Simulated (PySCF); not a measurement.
C₇H₉F₃Si₂, SMILES c1ccccc1C[SiH2][Si](F)(F)F at its GFN2-xTB optimised geometry (Å):

```
21

F      0.9595    -1.3368     3.4166
Si     0.2180    -2.6613     2.9385
F      0.1315    -3.4920     4.2951
F      1.3877    -3.4257     2.1710
Si    -1.7787    -2.4430     1.8579
C     -1.4760    -1.9276     0.0423
C     -0.7129    -0.6402     0.0000
C     -1.3811     0.5783     0.0088
C     -0.6775     1.7688     0.0062
C      0.7071     1.7580     0.0033
C      1.3825     0.5496     0.0000
C      0.6774    -0.6402     0.0000
H     -2.5224    -3.7127     1.8754
H     -2.6024    -1.4203     2.5191
H     -2.4331    -1.8132    -0.4663
H     -0.9199    -2.7079    -0.4799
H     -2.4621     0.5894     0.0118
H     -1.2113     2.7079     0.0081
H      1.2568     2.6872     0.0033
H      2.4621     0.5321    -0.0011
H      1.2117    -1.5798    -0.0076
```

Method: PySCF with PBE0/def2-SVP.

Map of the electron localisation function on the plane z = 1.2 Å:

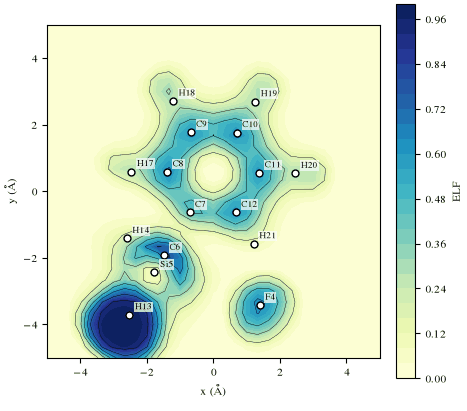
Figure. Electron localisation function on the plane z = 1.2 Å.
